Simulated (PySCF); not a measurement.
# UPBE0/cc-pVTZ run of AlNH2Cl (SMILES [NH2][Al][Cl])

What is the vertical doublet–quartet gap of AlNH2Cl at UPBE0/cc-pVTZ? Input form: a Python script.

The calculation is run with PySCF 2.14.0.

## 1. The molecule

The species is AlNH2Cl (5 atoms), meant as a doublet with charge 0. SMILES: `[NH2][Al][Cl]`. Geometry: relaxed at PBE0-D4/def2-TZVP. This is one conformer, not always the lowest.

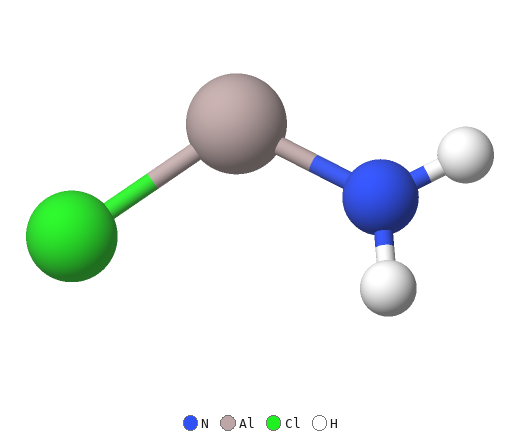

Viewed from a chosen angle; nitrogen blue, aluminium light grey, chlorine green, hydrogen white.

## 2. The energy at UPBE0/cc-pVTZ

Input file mol.xyz:

```xyz
5
AlClH2N
N     -0.549400     0.461700    -0.232000
Al     0.402600    -0.291600     1.049100
Cl     1.907000    -1.649700     0.440800
H     -1.293600     1.123300    -0.083500
H     -0.416600     0.282700    -1.215900
```

Input file job.py:

```python
from pyscf import gto, dft

system = gto.M(
    atom='mol.xyz',
    verbose=3,
    charge=0,
    max_memory=1860,
    spin=1,
    basis='cc-pvtz',
)

mf = dft.UKS(system, xc='pbe0')
mf.grids.level = 4
mf.conv_tol = 1e-10
mf.kernel()
if not mf.converged:
    mf = mf.newton().run(mf.mo_coeff, mf.mo_occ)

etot = mf.e_tot
print(f'total energy: {etot:.8f} hartree')
```

On the command line:

```
$ OMP_NUM_THREADS=1 python job.py
```

Standard output:

```text
converged SCF energy = -758.376917811769  <S^2> = 0.75210049  2S+1 = 2.0020994
total energy: -758.37691781 hartree
```

Run time: 22 s. Hardware: 1 thread of Intel Xeon Platinum 8488C (Sapphire Rapids), shared host; peak memory 0.71 GiB.

## 3. The quartet

Input file run.py:

```python
from pyscf import gto, dft

molecule = gto.M(
    atom='''
N     -1.038216     0.872487    -0.438416
Al     0.760804    -0.551044     1.982512
Cl     3.603708    -3.117481     0.832991
H     -2.444550     2.122729    -0.157792
H     -0.787260     0.534226    -2.297718
''',
    verbose=3,
    spin=3,
    unit='bohr',
    max_memory=1860,
    basis='cc-pvtz',
)

ks = dft.UKS(molecule, xc='pbe0')
ks.conv_tol = 1e-10
ks.grids.level = 4
ks.kernel()
if not ks.converged:
    ks = ks.newton().run(ks.mo_coeff, ks.mo_occ)

energy = ks.e_tot
print('E = %.10f Eh' % energy)
```

On the command line:

```
$ OMP_NUM_THREADS=1 python run.py
```

Standard output:

```text
WARN: HOMO -0.0420429196135679 >= LUMO -0.330333038551421

WARN: HOMO -0.104340348237114 >= LUMO -0.225061945449663

WARN: HOMO -0.1010429237819 >= LUMO -0.235391743824088

WARN: HOMO -0.107090746770428 >= LUMO -0.251295858009044

WARN: HOMO -0.107392326452182 >= LUMO -0.239022338106059

WARN: HOMO -0.106580876034812 >= LUMO -0.238405080360613

WARN: HOMO -0.107361217596829 >= LUMO -0.238322570398852

WARN: HOMO -0.107211457883173 >= LUMO -0.238127183538829

WARN: HOMO -0.107258630322807 >= LUMO -0.238119964209403

WARN: HOMO -0.107279243260704 >= LUMO -0.238130286706102

WARN: HOMO -0.107290319881935 >= LUMO -0.238142494005796

WARN: HOMO -0.107288526062666 >= LUMO -0.23814131024052

WARN: HOMO -0.107288967866486 >= LUMO -0.238140835636884

WARN: HOMO -0.107288699165215 >= LUMO -0.238140192694814

converged SCF energy = -758.188525652131  <S^2> = 3.7549963  2S+1 = 4.0024974
E = -758.1885256521 Eh
```

Wall time 24 s (1 thread of Intel Xeon Platinum 8488C (Sapphire Rapids), shared host); peak memory 0.71 GiB.

## 4. Results

At UPBE0/cc-pVTZ:

| quantity | value |
| --- | --- |
| doublet: total energy | -758.37692 Eh |
| doublet: dipole moment | 2.36 D |
| doublet: HOMO energy (highest over α and β) | -6.13 eV |
| doublet: LUMO energy (lowest over α and β) | -2.61 eV |
| doublet: ⟨S²⟩ | 0.752 |
| quartet: total energy | -758.18853 Eh |
| quartet: dipole moment | 6.58 D |
| quartet: HOMO energy (highest over α and β) | -2.92 eV |
| quartet: ⟨S²⟩ | 3.755 |
| vertical energy of the quartet above the doublet | 5.126 eV |

In words: At this shape the quartet lies 5.13 eV (495 kJ/mol) above the doublet.
